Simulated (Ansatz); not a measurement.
# What a change does: single-point calculation on CH6OSSi

System: CH6OSSi, SMILES OC[SiH2]S.
Method of run A: RKS PBE-D4/def2-SVP (Ansatz 0.2.0).

Text and figures count atoms from 1; the logs count them from 0 in places.

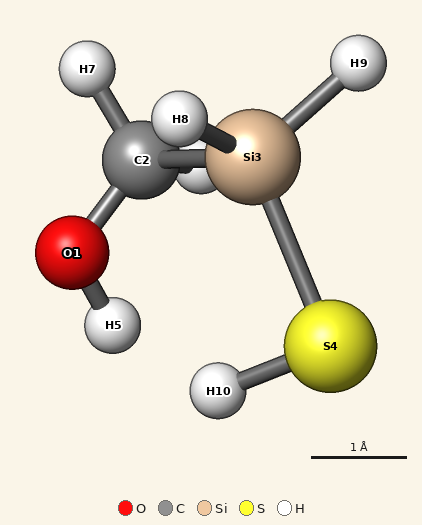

Figure 1. The structure (ball-and-stick view, seen at a tilt; atoms are numbered from 1 in the order of the input).

**The input, run A**
```yaml
crystal:
  periodic: [false, false, false]
  atoms:
    - { symbol: O, position_ang: [-0.646958, 0.732903, -1.210373] }
    - { symbol: C, position_ang: [-0.589606, 0.690807, 0.013561] }
    - { symbol: Si, position_ang: [1.179329, 1.230924, 0.497571] }
    - { symbol: S, position_ang: [1.524277, 3.073899, -0.568741] }
    - { symbol: H, position_ang: [-0.941897, 1.623525, -1.472853] }
    - { symbol: H, position_ang: [-1.310736, 1.389364, 0.503714] }
    - { symbol: H, position_ang: [-0.794737, -0.331445, 0.418595] }
    - { symbol: H, position_ang: [2.157389, 0.145749, 0.13325] }
    - { symbol: H, position_ang: [1.266557, 1.482572, 1.977303] }
    - { symbol: H, position_ang: [0.722433, 2.590548, -1.56885] }
basis:
  gaussian: { orbitals: def2-SVP }
hamiltonian:
  xc: pbe
  dispersion: d4
output:
  forces: true
```

Launched with:
```bash
ansatz run input.yaml --threads 1 --pin off --max-ram 2560MiB --backend cpu --events-out ev --progress --plain --runs-dir out
```

Hardware: 1 thread of Intel Xeon @ 2.50GHz (Skylake/Cascade Lake), 189 GiB of memory available, shared host.

**Output (run A)**
```
Engine: ansatz 0.2.0, x86_64-unknown-linux-gnu
Functional definition: PBE
  parameter kappa = 0.804
  parameter beta = 0.06672455060314922
  exchange = pbe_x(kappa = kappa, mu = beta*pi^2/3)
  correlation = pbe_c(beta = beta)
1050 factors; their error is unknown
mean field evaluation 1: about -21866.0271 eV, gradient 5.7e1 eV
mean field evaluation 2: about -21835.1104 eV, gradient 1.3e2 eV
mean field evaluation 4: about -21873.0139 eV, gradient 8.5e0 eV
mean field evaluation 8: about -21873.1927 eV, gradient 1.3e-1 eV
mean field evaluation 16: about -21873.1274 eV, gradient 2.1e-4 eV
mean field -21873.12740625 eV, -803.8226060415 hartree, gradient 5.7e-5 eV, S^2 0.000000; 0 other end points of the search recorded, 0 dependent functions left out
the calculation of the forces begins
reference -21873.12743609 eV, -803.8226071381 hartree; 25, 25 occupied and 69, 69 virtual orbitals, 1050 factors
Total energy: -21873.34751362 eV, -803.8306948383 hartree
Atom 0 at    -0.646958     0.732903    -1.210373 Å, force    -1.467394     0.472821   -11.712204 eV/Å
Atom 1 at    -0.589606     0.690807     0.013561 Å, force     0.817288    -0.173417    10.427065 eV/Å
Atom 2 at     1.179329     1.230924     0.497571 Å, force     0.380084    -0.193046     1.158981 eV/Å
Atom 3 at     1.524277     3.073899    -0.568741 Å, force    -0.077500     0.064683    -0.042443 eV/Å
Atom 4 at    -0.941897     1.623525    -1.472853 Å, force     0.017046    -0.235533    -0.532110 eV/Å
Atom 5 at    -1.310736     1.389364     0.503714 Å, force    -0.161337    -0.160792     0.636788 eV/Å
Atom 6 at    -0.794737    -0.331445     0.418595 Å, force    -0.002710    -0.018328     0.191439 eV/Å
Atom 7 at     2.157389     0.145749     0.133250 Å, force     0.051318     0.040411    -0.093485 eV/Å
Atom 8 at     1.266557     1.482572     1.977303 Å, force     0.233248     0.132195     0.058486 eV/Å
Atom 9 at     0.722433     2.590548    -1.568850 Å, force     0.209957     0.071007    -0.092518 eV/Å
Dipole moment:    -0.401106    -0.025220    -0.070311 e Å
```

For run B the input was changed thus:
```diff
-    - { symbol: C, position_ang: [-0.589606, 0.690807, 0.013561] }
-    - { symbol: Si, position_ang: [1.179329, 1.230924, 0.497571] }
-    - { symbol: S, position_ang: [1.524277, 3.073899, -0.568741] }
+    - { symbol: C, position_ang: [-0.577584, 0.681983, 0.270128] }
+    - { symbol: Si, position_ang: [0.003849, -1.080126, 0.7306] }
+    - { symbol: S, position_ang: [1.755103, -1.436204, -0.477243] }
-    - { symbol: H, position_ang: [-1.310736, 1.389364, 0.503714] }
-    - { symbol: H, position_ang: [-0.794737, -0.331445, 0.418595] }
-    - { symbol: H, position_ang: [2.157389, 0.145749, 0.13325] }
-    - { symbol: H, position_ang: [1.266557, 1.482572, 1.977303] }
-    - { symbol: H, position_ang: [0.722433, 2.590548, -1.56885] }
+    - { symbol: H, position_ang: [0.156816, 1.410007, 0.69309] }
+    - { symbol: H, position_ang: [-1.564098, 0.890955, 0.754123] }
+    - { symbol: H, position_ang: [-1.105138, -2.063942, 0.467561] }
+    - { symbol: H, position_ang: [0.374771, -1.148551, 2.186031] }
+    - { symbol: H, position_ang: [1.190543, -0.647495, -1.444719] }
```

How does run B compare with run A?

On the same kind of shared host run B took about 160 times as long.

**Output (run B)**
```
Engine: ansatz 0.2.0, x86_64-unknown-linux-gnu
Functional definition: PBE
  parameter kappa = 0.804
  parameter beta = 0.06672455060314922
  exchange = pbe_x(kappa = kappa, mu = beta*pi^2/3)
  correlation = pbe_c(beta = beta)
1050 factors; their error is unknown
mean field evaluation 1: about -21868.8228 eV, gradient 4.9e1 eV
mean field evaluation 2: about -21857.5011 eV, gradient 8.8e1 eV
mean field evaluation 4: about -21874.2242 eV, gradient 6.1e0 eV
mean field evaluation 8: about -21874.2372 eV, gradient 1.7e-1 eV
mean field evaluation 16: about -21874.2373 eV, gradient 3.8e-5 eV
mean field -21874.23726750 eV, -803.8633926902 hartree, gradient 3.8e-5 eV, S^2 0.000000; 0 other end points of the search recorded, 0 dependent functions left out
the calculation of the forces begins
reference -21874.23729935 eV, -803.8633938606 hartree; 25, 25 occupied and 69, 69 virtual orbitals, 1050 factors
Total energy: -21874.45112742 eV, -803.8712518972 hartree
Atom 0 at    -0.646958     0.732903    -1.210373 Å, force     0.091859    -0.233379     1.441464 eV/Å
Atom 1 at    -0.577584     0.681983     0.270128 Å, force    -0.097940     0.089157    -1.124082 eV/Å
Atom 2 at     0.003849    -1.080126     0.730600 Å, force    -0.024732     0.030405    -0.146228 eV/Å
Atom 3 at     1.755103    -1.436204    -0.477243 Å, force    -0.005197     0.006569    -0.002719 eV/Å
Atom 4 at    -0.941897     1.623525    -1.472853 Å, force     0.028035     0.066292     0.126067 eV/Å
Atom 5 at     0.156816     1.410007     0.693090 Å, force    -0.022919     0.028804    -0.148836 eV/Å
Atom 6 at    -1.564098     0.890955     0.754123 Å, force     0.023719    -0.009837    -0.148113 eV/Å
Atom 7 at    -1.105138    -2.063942     0.467561 Å, force     0.000451     0.004522     0.009246 eV/Å
Atom 8 at     0.374771    -1.148551     2.186031 Å, force    -0.003933     0.022889    -0.001321 eV/Å
Atom 9 at     1.190543    -0.647495    -1.444719 Å, force     0.010658    -0.005422    -0.005478 eV/Å
Dipole moment:    -0.339583     0.533550     0.085004 e Å
```

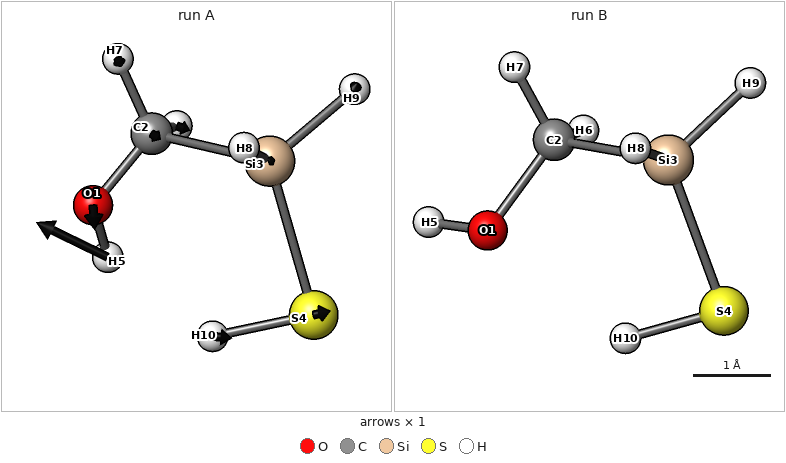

Figure 2. The two input geometries at one scale (ball-and-stick view, seen at a tilt). The black arrows on the first give the shifts of the atoms after the best rigid fit, at true length. The atom that moves furthest after the best rigid fit is H5 (1.05 Å). Largest moves by element: H 1.05 Å, O 0.34 Å, S 0.25 Å, C 0.16 Å, Si 0.09 Å. Among the contacts that change: O1–C2 1.226 → 1.483 Å.

**The two runs side by side**

| quantity | run A | run B |
| --- | --- | --- |
| outcome | converged | converged |
| total energy (hartree) | −803.830695 | – |
| largest force (eV/Å) | 11.813 | – |
| basis functions | 94 | – |
| wall time (shared host) | 7.2 s | 20 min |
